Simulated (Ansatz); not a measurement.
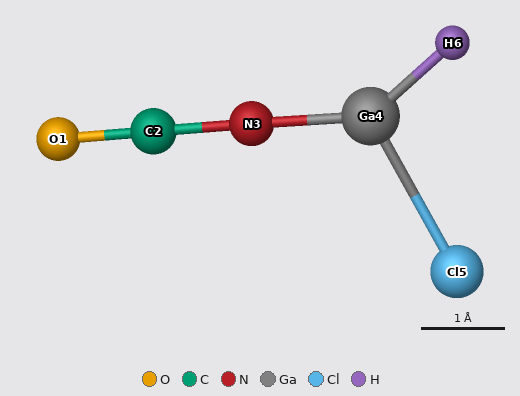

Fig. 1: The starting structure (ball-and-stick view, seen at a tilt; atoms are numbered from 1 in the order of the input). Sticks mark near contacts. Bond lengths as drawn: Cl–Ga 2.19 Å, C–N 1.22 Å, C–O 1.18 Å, Ga–H 1.40 Å and Ga–N 1.47 Å.

## Run report: CHClGaNO (charge +1), geometry relaxation

System: CHClGaNO, charge +1, multiplicity 2.
Method: HF/STO-3G, UHF (Ansatz 0.2.0).

The starting geometry was optimised with HF/STO-3G. Figures and captions count atoms from 1; the log counts them from 0 in places.

Log:
```
The last accepted step is kept in runs//last_step.txt (removed where the run ends without a failure and the disk answers)
Functional definition: HF
  name "HF"
  exchange = exact_x
  correlation = 0
544 factors; integrals over basis functions are off by at most 2.8e-5 eV
mean field evaluation 1: about -68586.2414 eV, gradient 4.6e1 eV
mean field evaluation 2: about -68586.2993 eV, gradient 4.6e1 eV
mean field evaluation 4: about -68597.3227 eV, gradient 8.5e0 eV
mean field evaluation 8: about -68598.2881 eV, gradient 5.3e-1 eV
mean field evaluation 16: about -68598.3387 eV, gradient 3.0e-2 eV
mean field evaluation 32: about -68597.7393 eV, gradient 6.8e-1 eV
mean field evaluation 64: about -68598.0359 eV, gradient 7.7e-1 eV
mean field evaluation 96: about -68597.5674 eV, gradient 5.9e-1 eV
mean field evaluation 128: about -68597.7758 eV, gradient 9.7e-1 eV
mean field evaluation 160: about -68598.2445 eV, gradient 3.0e-1 eV
mean field evaluation 192: about -68598.3387 eV, gradient 5.0e-5 eV
mean field -68598.33874394 eV, -2520.9424512156 hartree, gradient 2.2e-5 eV, S^2 0.775343; 3 other end points of the search recorded, 0 dependent functions left out
the calculation of the forces begins
reference -68598.33874394 eV, -2520.9424512156 hartree; 35, 34 occupied and 8, 9 virtual orbitals, 544 factors
relax step   1: F+E_penalty+E_count = -68598.33874394 eV  Δ(F+E_penalty+E_count) = +0.000e0 eV  max|allowed force component| = 5.774e0 eV/Å  Δτ_max = 0.0000 Å  (312 SCF iters, accepted)
these checks for a lower state are left out or cut short: starts, cluster_reference, orbital_swaps, neighbouring_geometries, increment
544 factors; integrals over basis functions are off by at most 3.7e-5 eV
mean field -68598.90051928 eV, -2520.9630960788 hartree, gradient 2.0e-5 eV, S^2 0.760211; 0 other end points of the search recorded, 0 dependent functions left out
the calculation of the forces begins
reference -68598.90051928 eV, -2520.9630960788 hartree; 35, 34 occupied and 8, 9 virtual orbitals, 544 factors
relax step   2: F+E_penalty+E_count = -68598.90051928 eV  Δ(F+E_penalty+E_count) = -5.618e-1 eV  max|allowed force component| = 2.236e0 eV/Å  Δτ_max = 0.0810 Å  (83 SCF iters, accepted)
these checks for a lower state are left out or cut short: starts, cluster_reference, orbital_swaps, neighbouring_geometries, increment
544 factors; integrals over basis functions are off by at most 4.7e-5 eV
mean field -68599.04312561 eV, -2520.9683367647 hartree, gradient 1.7e-5 eV, S^2 0.755780; 0 other end points of the search recorded, 0 dependent functions left out
the calculation of the forces begins
reference -68599.04312561 eV, -2520.9683367647 hartree; 35, 34 occupied and 8, 9 virtual orbitals, 544 factors
relax step   3: F+E_penalty+E_count = -68599.04312561 eV  Δ(F+E_penalty+E_count) = -1.426e-1 eV  max|allowed force component| = 1.033e0 eV/Å  Δτ_max = 0.1023 Å  (88 SCF iters, accepted)
these checks for a lower state are left out or cut short: starts, cluster_reference, orbital_swaps, neighbouring_geometries, increment
544 factors; integrals over basis functions are off by at most 4.5e-5 eV
mean field evaluation 224: about -68599.0579 eV, gradient 1.4e-3 eV
mean field -68599.05790000 eV, -2520.9688797134 hartree, gradient 1.1e-5 eV, S^2 0.755551; 0 other end points of the search recorded, 0 dependent functions left out
the calculation of the forces begins
reference -68599.05790000 eV, -2520.9688797134 hartree; 35, 34 occupied and 8, 9 virtual orbitals, 544 factors
relax step   4: F+E_penalty+E_count = -68599.05790000 eV  Δ(F+E_penalty+E_count) = -1.477e-2 eV  max|allowed force component| = 2.793e-1 eV/Å  Δτ_max = 0.0389 Å  (75 SCF iters, accepted)
these checks for a lower state are left out or cut short: starts, cluster_reference, orbital_swaps, neighbouring_geometries, increment
544 factors; integrals over basis functions are off by at most 4.5e-5 eV
mean field -68599.05870465 eV, -2520.9689092839 hartree, gradient 1.4e-5 eV, S^2 0.755671; 0 other end points of the search recorded, 0 dependent functions left out
the calculation of the forces begins
reference -68599.05870465 eV, -2520.9689092839 hartree; 35, 34 occupied and 8, 9 virtual orbitals, 544 factors
relax step   5: F+E_penalty+E_count = -68599.05870465 eV  Δ(F+E_penalty+E_count) = -8.047e-4 eV  max|allowed force component| = 4.167e-2 eV/Å  Δτ_max = 0.0103 Å  (73 SCF iters, accepted)
these checks for a lower state are left out or cut short: starts, cluster_reference, orbital_swaps, neighbouring_geometries, increment
544 factors; integrals over basis functions are off by at most 4.5e-5 eV
mean field -68599.05882966 eV, -2520.9689138779 hartree, gradient 1.4e-5 eV, S^2 0.755703; 0 other end points of the search recorded, 0 dependent functions left out
the calculation of the forces begins
reference -68599.05882966 eV, -2520.9689138779 hartree; 35, 34 occupied and 8, 9 virtual orbitals, 544 factors
relax step   6: F+E_penalty+E_count = -68599.05882966 eV  Δ(F+E_penalty+E_count) = -1.250e-4 eV  max|allowed force component| = 3.714e-2 eV/Å  Δτ_max = 0.0044 Å  (78 SCF iters, accepted)
these checks for a lower state are left out or cut short: starts, cluster_reference, orbital_swaps, neighbouring_geometries, increment
544 factors; integrals over basis functions are off by at most 4.5e-5 eV
mean field -68599.05889683 eV, -2520.9689163462 hartree, gradient 8.7e-6 eV, S^2 0.755728; 0 other end points of the search recorded, 0 dependent functions left out
the calculation of the forces begins
reference -68599.05889683 eV, -2520.9689163462 hartree; 35, 34 occupied and 8, 9 virtual orbitals, 544 factors
relax step   7: F+E_penalty+E_count = -68599.05889683 eV  Δ(F+E_penalty+E_count) = -6.716e-5 eV  max|allowed force component| = 5.334e-2 eV/Å  Δτ_max = 0.0247 Å  (72 SCF iters, accepted)
these checks for a lower state are left out or cut short: starts, cluster_reference, orbital_swaps, neighbouring_geometries, increment
544 factors; integrals over basis functions are off by at most 4.5e-5 eV
mean field evaluation 256: about -68599.0590 eV, gradient 1.4e-1 eV
mean field -68599.05912105 eV, -2520.9689245864 hartree, gradient 1.4e-5 eV, S^2 0.755717; 0 other end points of the search recorded, 0 dependent functions left out
the calculation of the forces begins
reference -68599.05912105 eV, -2520.9689245864 hartree; 35, 34 occupied and 8, 9 virtual orbitals, 544 factors
relax step   8: F+E_penalty+E_count = -68599.05912105 eV  Δ(F+E_penalty+E_count) = -2.242e-4 eV  max|allowed force component| = 3.854e-2 eV/Å  Δτ_max = 0.0082 Å  (74 SCF iters, accepted)
these checks for a lower state are left out or cut short: starts, cluster_reference, orbital_swaps, neighbouring_geometries, increment
544 factors; integrals over basis functions are off by at most 4.5e-5 eV
mean field -68599.05913058 eV, -2520.9689249364 hartree, gradient 6.9e-7 eV, S^2 0.755746; 0 other end points of the search recorded, 0 dependent functions left out
the calculation of the forces begins
reference -68599.05913058 eV, -2520.9689249364 hartree; 35, 34 occupied and 8, 9 virtual orbitals, 544 factors
relax step   9: F+E_penalty+E_count = -68599.05913058 eV  Δ(F+E_penalty+E_count) = -9.523e-6 eV  max|allowed force component| = 1.017e-2 eV/Å  Δτ_max = 0.0019 Å  (127 SCF iters, accepted)
these checks for a lower state are left out or cut short: starts, cluster_reference, orbital_swaps, neighbouring_geometries, increment
544 factors; integrals over basis functions are off by at most 4.5e-5 eV
mean field -68599.05913146 eV, -2520.9689249690 hartree, gradient 1.6e-5 eV, S^2 0.755739; 0 other end points of the search recorded, 0 dependent functions left out
the calculation of the forces begins
reference -68599.05913146 eV, -2520.9689249690 hartree; 35, 34 occupied and 8, 9 virtual orbitals, 544 factors
relax step  10: F+E_penalty+E_count = -68599.05913146 eV  Δ(F+E_penalty+E_count) = -8.878e-7 eV  max|allowed force component| = 1.991e-4 eV/Å  Δτ_max = 0.0004 Å  (79 SCF iters, accepted)
544 factors; integrals over basis functions are off by at most 4.5e-5 eV
mean field evaluation 288: about -68599.0590 eV, gradient 1.5e-1 eV
mean field evaluation 320: about -68598.7475 eV, gradient 2.8e-1 eV
mean field evaluation 352: about -68598.8622 eV, gradient 4.3e-1 eV
mean field evaluation 384: about -68596.4345 eV, gradient 9.3e-1 eV
mean field evaluation 416: about -68595.3365 eV, gradient 2.2e1 eV
mean field evaluation 448: about -68599.0588 eV, gradient 2.5e-2 eV
```

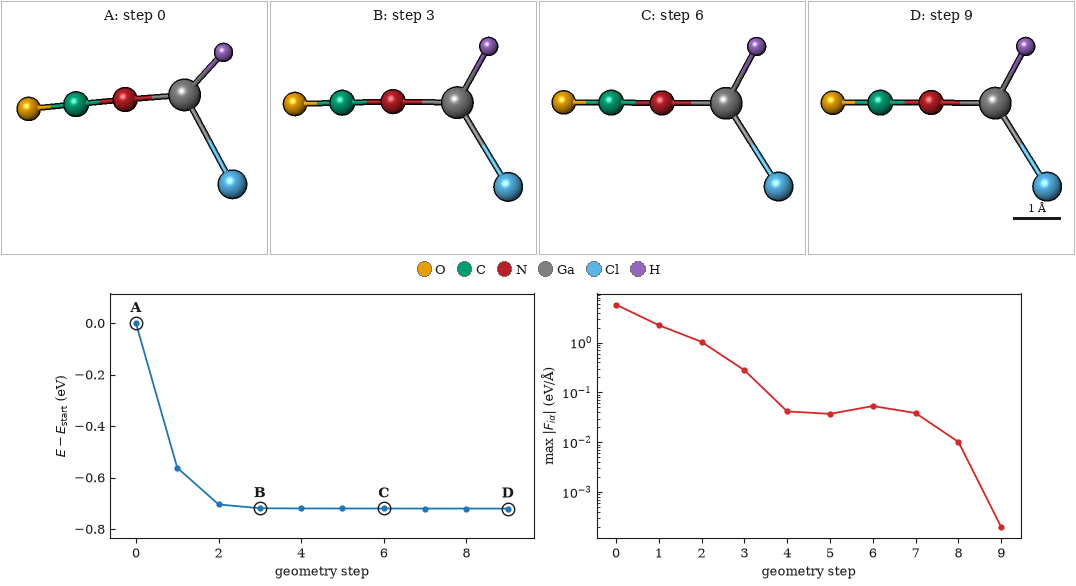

Fig. 2: Frames of the relaxation (ball-and-stick view, seen at a tilt) above the curves, on which the letters mark them (the first geometry is step 0 here and step 1 in the log).

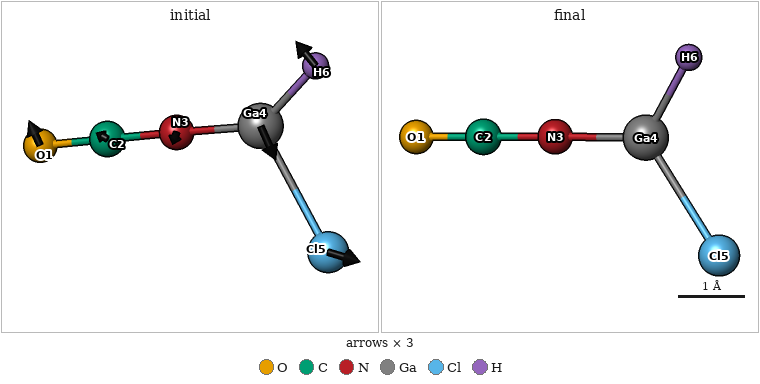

Fig. 3: Before (left) and after (right) the relaxation, at one scale (ball-and-stick view, seen at a tilt). The black arrows give the displacements, magnified 3 times. After 9 geometry steps the energy has fallen by 0.720 eV. Largest force component: 5.8 eV/Å at the start, 0.0002 eV/Å at the end. The largest moves after the best rigid fit, 0.19 Å, are those of Ga4 and Cl5. Largest moves by element: Ga 0.19 Å, Cl 0.19 Å, H 0.17 Å, O 0.15 Å, C 0.07 Å, N 0.07 Å. Distances before and after: Ga4–H6 1.404 → 1.520 Å, N3–Ga4 1.473 → 1.573 Å, Ga4–Cl5 2.193 → 2.133 Å, C2–N3 1.217 → 1.247 Å. Among the angles that change: N3–Ga4–H6 142.3° → 124.5°, Cl5–Ga4–H6 105.2° → 114.3°, N3–Ga4–Cl5 112.5° → 121.3°. (Atoms are counted from 1 in the order of the input.)

```
mean field -68599.05913146 eV, -2520.9689249690 hartree, gradient 1.4e-5 eV, S^2 0.755739; 4 other end points of the search recorded, 0 dependent functions left out
the calculation of the forces begins
reference -68599.05913146 eV, -2520.9689249690 hartree; 35, 34 occupied and 8, 9 virtual orbitals, 544 factors
Total energy: -68599.05913146 eV, -2520.9689249690 hartree
Atom 0 at    -1.183330    -2.554240    -0.797571 Å, force     0.000030    -0.000078     0.000027 eV/Å
Atom 1 at    -0.745975    -1.520153    -0.487473 Å, force    -0.000199    -0.000090    -0.000127 eV/Å
Atom 2 at    -0.278005    -0.412508    -0.155446 Å, force     0.000131     0.000184     0.000091 eV/Å
Atom 3 at     0.327314     0.976606     0.265318 Å, force    -0.000022     0.000062     0.000008 eV/Å
Atom 4 at     2.384567     1.173191     0.792283 Å, force     0.000003     0.000041     0.000011 eV/Å
Atom 5 at    -0.462372     2.273204     0.336890 Å, force     0.000056    -0.000119    -0.000009 eV/Å
Dipole moment:    -0.723078    -0.031728    -0.177755 e Å
```

Trajectory as extended XYZ (Å, eV, eV/Å), 10 frames, from step=1 to step=10:
```
6
Properties=species:S:1:pos:R:3:forces:R:3 step=1 energy=-68598.33874
O    -1.0397   -2.5633   -0.7654    0.6373   2.0385   0.5583
C    -0.6901   -1.4763   -0.4654   -1.7251  -5.7739  -1.5618
N    -0.3255   -0.3573   -0.1556   -1.7158  -1.3293  -0.6719
Ga    0.1368    0.9892    0.2227    5.3672   2.6863   1.8086
Cl    2.2679    1.0325    0.7365   -0.9723   0.0848  -0.2136
H    -0.3072    2.3112    0.3812   -1.5914   2.2936   0.0804
6
Properties=species:S:1:pos:R:3:forces:R:3 step=2 energy=-68598.90052
O    -1.0875   -2.5828   -0.7806   -0.1030  -0.2655  -0.0773
C    -0.7160   -1.5249   -0.4813    0.2224   0.5005   0.1526
N    -0.3098   -0.3809   -0.1566   -1.5296  -2.2361  -0.8090
Ga    0.2157    0.9887    0.2413    2.1170   1.4525   0.7919
Cl    2.2886    1.0800    0.7509    0.0230   0.0617   0.0178
H    -0.3488    2.3560    0.3803   -0.7299   0.4869  -0.0759
6
Properties=species:S:1:pos:R:3:forces:R:3 step=3 energy=-68599.04313
O    -1.1446   -2.5760   -0.7928   -0.1228  -0.2468  -0.0783
C    -0.7408   -1.5299   -0.4882    0.4367   1.0331   0.3097
N    -0.2968   -0.3998   -0.1573   -0.5260  -1.0238  -0.3292
Ga    0.3029    0.9825    0.2607    0.0088   0.6217   0.1262
Cl    2.3654    1.1283    0.7788    0.0686   0.0280   0.0219
H    -0.4440    2.3310    0.3528    0.1347  -0.4122  -0.0503
6
Properties=species:S:1:pos:R:3:forces:R:3 step=4 energy=-68599.05790
O    -1.1589   -2.5663   -0.7942   -0.0459  -0.0586  -0.0225
C    -0.7453   -1.5221   -0.4877    0.1264   0.2793   0.0857
N    -0.2965   -0.4030   -0.1579   -0.0526  -0.1345  -0.0394
Ga    0.3174    0.9839    0.2644   -0.0307  -0.0449  -0.0161
Cl    2.3800    1.1487    0.7863   -0.0126   0.0116  -0.0007
H    -0.4545    2.2948    0.3431    0.0154  -0.0530  -0.0069
6
Properties=species:S:1:pos:R:3:forces:R:3 step=5 energy=-68599.05871
O    -1.1649   -2.5621   -0.7948   -0.0137   0.0063  -0.0019
C    -0.7458   -1.5197   -0.4873   -0.0023  -0.0099  -0.0025
N    -0.2941   -0.4047   -0.1577    0.0417   0.0225   0.0143
Ga    0.3214    0.9803    0.2647   -0.0303  -0.0135  -0.0099
Cl    2.3813    1.1574    0.7883    0.0057   0.0016   0.0017
H    -0.4557    2.2849    0.3408   -0.0011  -0.0071  -0.0016
6
Properties=species:S:1:pos:R:3:forces:R:3 step=6 energy=-68599.05883
O    -1.1682   -2.5600   -0.7951   -0.0060   0.0113   0.0009
C    -0.7455   -1.5192   -0.4872   -0.0164  -0.0258  -0.0091
N    -0.2915   -0.4054   -0.1572    0.0371   0.0019   0.0090
Ga    0.3229    0.9795    0.2648   -0.0142   0.0049  -0.0019
Cl    2.3825    1.1599    0.7892   -0.0002   0.0024   0.0003
H    -0.4579    2.2812    0.3396   -0.0003   0.0053   0.0008
6
Properties=species:S:1:pos:R:3:forces:R:3 step=7 energy=-68599.05890
O    -1.1915   -2.5528   -0.7992    0.0056   0.0244   0.0062
C    -0.7477   -1.5215   -0.4882    0.0150  -0.0276  -0.0020
N    -0.2710   -0.4181   -0.1549   -0.0153   0.0533   0.0071
Ga    0.3290    0.9745    0.2653    0.0237  -0.0104   0.0034
Cl    2.3860    1.1825    0.7945   -0.0282  -0.0122  -0.0091
H    -0.4626    2.2714    0.3365   -0.0008  -0.0275  -0.0056
6
Properties=species:S:1:pos:R:3:forces:R:3 step=8 energy=-68599.05912
O    -1.1847   -2.5534   -0.7977   -0.0157  -0.0385  -0.0114
C    -0.7462   -1.5201   -0.4875    0.0126   0.0286   0.0086
N    -0.2770   -0.4131   -0.1554    0.0038   0.0096   0.0027
Ga    0.3279    0.9762    0.2653    0.0029   0.0002   0.0013
Cl    2.3850    1.1746    0.7927   -0.0040  -0.0012  -0.0014
H    -0.4630    2.2719    0.3366    0.0003   0.0015   0.0001
6
Properties=species:S:1:pos:R:3:forces:R:3 step=9 energy=-68599.05913
O    -1.1832   -2.5543   -0.7976    0.0043   0.0102   0.0030
C    -0.7459   -1.5201   -0.4875   -0.0036  -0.0086  -0.0024
N    -0.2780   -0.4124   -0.1554   -0.0018  -0.0018  -0.0005
Ga    0.3272    0.9767    0.2655    0.0004  -0.0013  -0.0011
Cl    2.3845    1.1729    0.7922    0.0010   0.0009   0.0007
H    -0.4624    2.2733    0.3368   -0.0003   0.0007   0.0004
6
Properties=species:S:1:pos:R:3:forces:R:3 step=10 energy=-68599.05913
O    -1.1833   -2.5542   -0.7976    0.0000  -0.0001   0.0000
C    -0.7460   -1.5202   -0.4875   -0.0002  -0.0001  -0.0001
N    -0.2780   -0.4125   -0.1554    0.0001   0.0002   0.0001
Ga    0.3273    0.9766    0.2653    0.0000   0.0001   0.0000
Cl    2.3846    1.1732    0.7923    0.0000   0.0000   0.0000
H    -0.4624    2.2732    0.3369    0.0001  -0.0001   0.0000
```

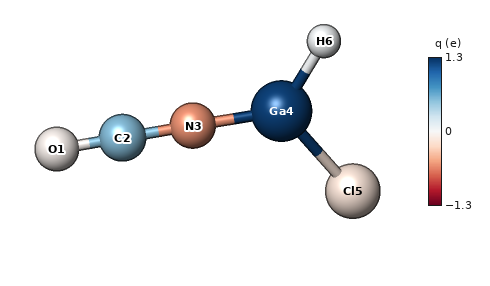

Fig. 4: Mulliken charges, as the colour of each atom (ball-and-stick view, seen at a tilt; atoms are numbered from 1 in the order of the input; Mulliken charges depend strongly on the basis). By element: O −0.06, C +0.56, N −0.59, Ga +1.21, Cl −0.16 and H +0.04 e.

The run was set up as follows.

Input:
```yaml
crystal:
  periodic: [false, false, false]
  atoms:
    - {symbol: O, position_ang: [-1.039679, -2.563295, -0.765384]}
    - {symbol: C, position_ang: [-0.690096, -1.476255, -0.465438]}
    - {symbol: "N", position_ang: [-0.325529, -0.357257, -0.155606]}
    - {symbol: Ga, position_ang: [0.136784, 0.989160, 0.222669]}
    - {symbol: Cl, position_ang: [2.267870, 1.032518, 0.736516]}
    - {symbol: H, position_ang: [-0.307151, 2.311228, 0.381244]}
basis:
  gaussian: {orbitals: STO-3G}
total_charge: 1
magnetization: {spin_polarized: true, initial_magnetization: 1}
hamiltonian: {xc: hf}
relax: {}
```

Command:
```bash
ansatz run molecule.yaml --threads 1 --pin off --max-ram 3480MiB --events-out events.jsonl --progress --plain --runs-dir runs
```

Summary:

```tsv
quantity	value
outcome	converged
total energy	−2520.968925 hartree
basis functions	43
largest force	0.000 eV/Å
⟨S²⟩	0.756
SCF solution under orbital rotations	stable
hardware	1 thread of Arm Neoverse V2, 112 GiB of memory available, shared host
wall time	31 s
peak memory	0.16 GiB
```
